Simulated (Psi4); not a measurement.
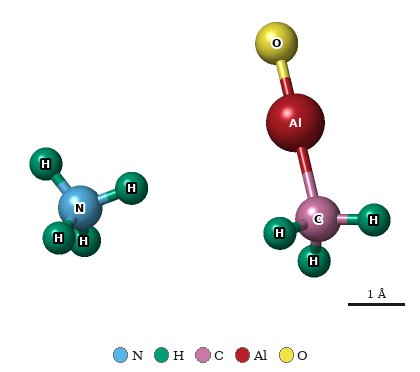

Figure 1. The structure as given in the input (ball-and-stick view, seen at a tilt). Sticks mark near contacts. Bond lengths as drawn: Al–C 1.93 Å, Al–O 1.60 Å, C–H 1.09 Å and H–N 1.03 Å.

Interaction calculation, with input and output: CH₇AlNO (charge +1) (part 1 of 2)

System: CH₇AlNO, charge +1.
Method: SAPT2/6-31+G*, RHF (Psi4 1.11).

What the program printed
```
Psi4 1.11 release

   => Loading Basis Set <=

    Name: 6-31+G*
    Role: ORBITAL
    Keyword: BASIS

   => Loading Basis Set <=

    Name: 6-31+G*
    Role: ORBITAL
    Keyword: BASIS

  //>>>>>>>>>>>>>>>>>>>>>>>>>>>>>>>>>>>//
  //              Dimer HF             //
  //<<<<<<<<<<<<<<<<<<<<<<<<<<<<<<<<<<<//

   => Loading Basis Set <=

    Name: 6-31+G*
    Role: ORBITAL
    Keyword: BASIS

         ---------------------------------------------------------
                                   SCF
                              RHF Reference
                        1 Threads,   1525 MiB Core
         ---------------------------------------------------------

  ==> Geometry <==

    Molecular point group: c1
    Full point group: C1

    Geometry (in Angstrom), charge = 1, multiplicity = 1:

       Center              X                  Y                   Z               Mass
    ------------   -----------------  -----------------  -----------------  -----------------
         N            0.000080000000     0.000050000000    -0.000010000000    14.003074004430
         H            0.455870000000    -0.450720000000     0.805650000000     1.007825032230
         H           -0.977900000000     0.217540000000     0.236550000000     1.007825032230
         H            0.024080000000    -0.637350000000    -0.808220000000     1.007825032230
         H            0.497880000000     0.870480000000    -0.233970000000     1.007825032230
         C            1.220340000000    -0.526130000000     4.216210000000    12.000000000000
         AL           1.111010000000    -2.261430000000     3.367350000000    26.981538530000
         O            1.020690000000    -3.692790000000     2.666970000000    15.994914619570
         H            0.222570000000    -0.103130000000     4.352310000000     1.007825032230
         H            1.806690000000     0.162970000000     3.604230000000     1.007825032230
         H            1.696780000000    -0.608530000000     5.195640000000     1.007825032230

  Running in c1 symmetry.

  Rotational constants: A =      0.16067  B =      0.01639  C =      0.01495 [cm^-1]
  Rotational constants: A =   4816.70862  B =    491.28357  C =    448.18943 [MHz]
  Nuclear repulsion =  139.971031612643685

  Charge       = 1
  Multiplicity = 1
  Electrons    = 40
  Nalpha       = 20
  Nbeta        = 20

  ==> Algorithm <==

  SCF Algorithm Type is DF.
  DIIS enabled.
  MOM disabled.
  Fractional occupation disabled.
  Guess Type is SAD.
  Energy threshold   = 1.00e-08
  Density threshold  = 1.00e-08
  Integral threshold = 1.00e-12

  ==> Primary Basis <==

  Basis Set: 6-31+G*
    Blend: 6-31+G*
    Number of shells: 48
    Number of basis functions: 94
    Number of Cartesian functions: 94
    Spherical Harmonics?: false
    Max angular momentum: 2

   => Loading Basis Set <=

    Name: (6-31+G* AUX)
    Role: JKFIT
    Keyword: DF_BASIS_SCF

  ==> Integral Setup <==

  DFHelper Memory: AOs need 0.045 GiB; user supplied 1.118 GiB.
  SCF_SUBTYPE=INCORE selected. In-core MEM_DF algorithm will be used.
  Using in-core AOs.

  ==> MemDFJK: Density-Fitted J/K Matrices <==

    J tasked:                   Yes
    K tasked:                   Yes
    wK tasked:                   No
    Memory [MiB]:              1144
    Algorithm:                 Core
    Schwarz Cutoff:           1E-12
    Mask sparsity (%):       4.3459
    Fitting Condition:        1E-10

   => Auxiliary Basis Set <=

  Basis Set: (6-31+G* AUX)
    Blend: HEAVY-AUG-CC-PVDZ-JKFIT
    Number of shells: 187
    Number of basis functions: 628
    Number of Cartesian functions: 628
    Spherical Harmonics?: false
    Max angular momentum: 3

  Minimum eigenvalue in the overlap matrix is 5.2249910890E-04.
  Reciprocal condition number of the overlap matrix is 6.6084658546E-05.
    Using symmetric orthogonalization.

  ==> Pre-Iterations <==

  SCF Guess: Superposition of Atomic Densities via on-the-fly atomic UHF (no occupation information).

   -------------------------
    Irrep   Nso     Nmo
   -------------------------
     A         94      94
   -------------------------
    Total      94      94
   -------------------------

  ==> Iterations <==

                           Total Energy        Delta E     RMS |[F,P]|

   @DF-RHF iter SAD:  -411.62293335348545   -4.11623e+02   0.00000e+00
   @DF-RHF iter   1:  -412.54370630590716   -9.20773e-01   8.74278e-03 ADIIS/DIIS
   @DF-RHF iter   2:  -412.47559567500457    6.81106e-02   1.01882e-02 ADIIS/DIIS
   @DF-RHF iter   3:  -412.87335759407722   -3.97762e-01   1.27218e-03 ADIIS/DIIS
   @DF-RHF iter   4:  -412.88071181788388   -7.35422e-03   3.32517e-04 ADIIS/DIIS
   @DF-RHF iter   5:  -412.88138666761802   -6.74850e-04   5.67954e-05 DIIS
   @DF-RHF iter   6:  -412.88142055099502   -3.38834e-05   1.20231e-05 DIIS
   @DF-RHF iter   7:  -412.88142305570187   -2.50471e-06   4.89870e-06 DIIS
   @DF-RHF iter   8:  -412.88142361058829   -5.54886e-07   2.74179e-06 DIIS
   @DF-RHF iter   9:  -412.88142382714852   -2.16560e-07   1.15988e-06 DIIS
   @DF-RHF iter  10:  -412.88142386839991   -4.12514e-08   2.80197e-07 DIIS
   @DF-RHF iter  11:  -412.88142387067626   -2.27635e-09   8.33554e-08 DIIS
   @DF-RHF iter  12:  -412.88142387081217   -1.35913e-10   2.60997e-08 DIIS
   @DF-RHF iter  13:  -412.88142387083167   -1.94973e-11   7.89554e-09 DIIS
  Energy and wave function converged.

  ==> Post-Iterations <==

    Orbital Energies [Eh]
    ---------------------

    Doubly Occupied:

       1A    -58.590477     2A    -20.597309     3A    -15.952776
       4A    -11.376387     5A     -5.020470     6A     -3.334557
       7A     -3.334247     8A     -3.331072     9A     -1.550411
      10A     -1.272448    11A     -1.095037    12A     -1.006097
      13A     -1.004539    14A     -1.003585    15A     -0.718194
      16A     -0.715812    17A     -0.642204    18A     -0.551955
      19A     -0.510975    20A     -0.507444

    Virtual:

      21A     -0.141794    22A     -0.082829    23A     -0.069842
      24A     -0.060669    25A     -0.053874    26A     -0.031147
      27A     -0.024840    28A     -0.003801    29A      0.010090
      30A      0.011263    31A      0.016004    32A      0.021206
      33A      0.032468    34A      0.037025    35A      0.053345
      36A      0.074689    37A      0.087176    38A      0.109664
      39A      0.175969    40A      0.181306    41A      0.185923
      42A      0.222202    43A      0.274765    44A      0.275596
      45A      0.294970    46A      0.309973    47A      0.324255
      48A      0.338428    49A      0.366242    50A      0.483272
      51A      0.526406    52A      0.536942    53A      0.616772
      54A      0.620685    55A      0.635347    56A      0.747698
      57A      0.759774    58A      0.767743    59A      0.780153
      60A      0.821179    61A      0.823415    62A      0.890372
      63A      0.911745    64A      0.953614    65A      1.071314
      66A      1.105326    67A      1.135426    68A      1.168824
      69A      1.262535    70A      1.307216    71A      1.361205
      72A      1.484724    73A      1.492435    74A      1.535967
      75A      1.537659    76A      1.570585    77A      1.863451
      78A      1.863596    79A      1.946290    80A      2.090982
      81A      2.091752    82A      2.181259    83A      2.323669
      84A      2.324615    85A      2.386393    86A      2.391527
      87A      2.392230    88A      2.460993    89A      2.464387
      90A      2.504266    91A      2.919072    92A      3.914171
      93A      4.539009    94A      4.679116

    Final Occupation by Irrep:
              A
    DOCC [    20 ]
    NA   [    20 ]
    NB   [    20 ]

  @DF-RHF Final Energy:  -412.88142387083167

   => Energetics <=

    Nuclear Repulsion Energy =            139.9710316126436851
    One-Electron Energy =                -841.4729205066257691
    Two-Electron Energy =                 288.6204650231504729
    Total Energy =                       -412.8814238708316680

Computation Completed

Properties will be evaluated at   0.000000,   0.000000,   0.000000 [a0]

Properties computed using the SCF density matrix

 Multipole Moments:

 ------------------------------------------------------------------------------------
     Multipole            Electronic (a.u.)      Nuclear  (a.u.)        Total (a.u.)
 ------------------------------------------------------------------------------------

 L = 1.  Multiply by 2.5417464519 to convert [e a0] to [Debye]
 Dipole X            :        -63.3592906           63.6029279            0.2436373
 Dipole Y            :        120.5275758         -118.3839340            2.1436418
 Dipole Z            :       -194.2228435          195.7013415            1.4784980
 Magnitude           :                                                    2.6154379

 ------------------------------------------------------------------------------------

	total time  =          2 seconds =       0.03 minutes

  //>>>>>>>>>>>>>>>>>>>>>>>>>>>>>>>>>>>//
  //            Monomer A HF           //
  //<<<<<<<<<<<<<<<<<<<<<<<<<<<<<<<<<<<//

  ==> Geometry <==

    Molecular point group: c1
    Full point group: C1

    Geometry (in Angstrom), charge = 1, multiplicity = 1:

       Center              X                  Y                   Z               Mass
    ------------   -----------------  -----------------  -----------------  -----------------
         N            0.000080000000     0.000050000000    -0.000010000000    14.003074004430
         H            0.455870000000    -0.450720000000     0.805650000000     1.007825032230
         H           -0.977900000000     0.217540000000     0.236550000000     1.007825032230
         H            0.024080000000    -0.637350000000    -0.808220000000     1.007825032230
         H            0.497880000000     0.870480000000    -0.233970000000     1.007825032230
      Gh(C)           1.220340000000    -0.526130000000     4.216210000000    12.000000000000
      Gh(AL)          1.111010000000    -2.261430000000     3.367350000000    26.981538530000
      Gh(O)           1.020690000000    -3.692790000000     2.666970000000    15.994914619570
      Gh(H)           0.222570000000    -0.103130000000     4.352310000000     1.007825032230
      Gh(H)           1.806690000000     0.162970000000     3.604230000000     1.007825032230
      Gh(H)           1.696780000000    -0.608530000000     5.195640000000     1.007825032230

  Running in c1 symmetry.

  Rotational constants: A =      0.16067  B =      0.01639  C =      0.01495 [cm^-1]
  Rotational constants: A =   4816.70862  B =    491.28357  C =    448.18943 [MHz]
  Nuclear repulsion =   16.280031679007529

  Charge       = 1
  Multiplicity = 1
  Electrons    = 10
  Nalpha       = 5
  Nbeta        = 5

  ==> Iterations <==

                           Total Energy        Delta E     RMS |[F,P]|

   @DF-RHF iter SAD:   -56.49351588083236   -5.64935e+01   0.00000e+00
   @DF-RHF iter   1:   -56.49316456665762    3.51314e-04   2.51418e-03 ADIIS/DIIS
   @DF-RHF iter   2:   -56.52748329559857   -3.43187e-02   7.57749e-04 ADIIS/DIIS
   @DF-RHF iter   3:   -56.53020206348548   -2.71877e-03   2.81059e-04 ADIIS/DIIS
   @DF-RHF iter   4:   -56.53060909044272   -4.07027e-04   3.97842e-05 DIIS
   @DF-RHF iter   5:   -56.53061665599468   -7.56555e-06   2.17526e-06 DIIS
   @DF-RHF iter   6:   -56.53061669891457   -4.29199e-08   1.55975e-07 DIIS
   @DF-RHF iter   7:   -56.53061669902916   -1.14589e-10   6.14692e-09 DIIS
  Energy and wave function converged.

  ==> Post-Iterations <==

    Final Occupation by Irrep:
              A
    DOCC [     5 ]
    NA   [     5 ]
    NB   [     5 ]

  @DF-RHF Final Energy:   -56.53061669902916

   => Energetics <=

    Nuclear Repulsion Energy =             16.2800316790075286
    One-Electron Energy =                -104.6416093803937031
    Two-Electron Energy =                  31.8309610023570215
    Total Energy =                        -56.5306166990291601

Computation Completed

Properties will be evaluated at   0.000000,   0.000000,   0.000000 [a0]

Properties computed using the SCF density matrix

 Multipole Moments:

 ------------------------------------------------------------------------------------
     Multipole            Electronic (a.u.)      Nuclear  (a.u.)        Total (a.u.)
 ------------------------------------------------------------------------------------
```
